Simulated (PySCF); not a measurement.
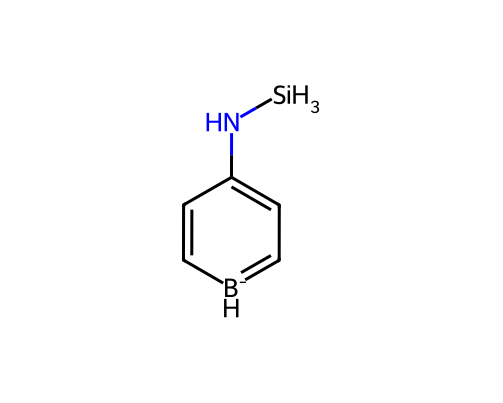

The species has charge −1 and is a spin singlet. The geometry was computed by an optimisation with GFN2-xTB. No frequency run is at hand to confirm it as a minimum. Method: PBE0/pcSseg-1, gas phase (PySCF 2.14.0).

Estimate the HOMO energy (Kohn–Sham orbital).

Answer. −0.26 eV.

The geometry is semi-empirical. Around B, Si such bond lengths and angles can be off by a tenth of an ångström or more and by several degrees, and values that hang on the shape move with them.
